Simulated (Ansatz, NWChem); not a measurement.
**How basis sets differ on BNH3F3 (SMILES [NH3+][B-](F)(F)F)**

BNH3F3: 8 atoms, total charge 0, spin state singlet. SMILES: `[NH3+][B-](F)(F)F`. The shape is that of a PBE0-D4/def2-TZVP optimisation.

Quantity: the vertical energy of the triplet above the singlet, in eV. The values are calculated.

| level | kind | program | value (eV) | CPU time (all runs) |
| --- | --- | --- | --- | --- |
| wB97X/pcseg-0 | range-separated hybrid | Ansatz | 10.10 | 18 s |
| wB97X/cc-pVDZ | range-separated hybrid | NWChem | 9.66 | 3.7 min |
| wB97X/pcseg-1 | range-separated hybrid | Ansatz | 9.66 | 25 s |
| wB97X/pcseg-2 | range-separated hybrid | Ansatz | 9.22 | 93 s |

The values span 9.22 to 10.10 eV. A triplet this far above the singlet is often a Rydberg-like or dissociative state; sets without diffuse functions put Rydberg states too high. CPU times are rough (shared hosts, several kinds of processor): they show what a rung costs within a factor of a few.

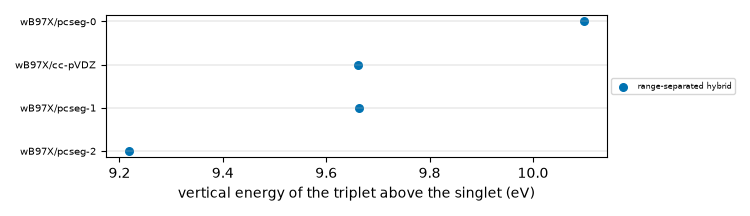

The values of the table, level by level.
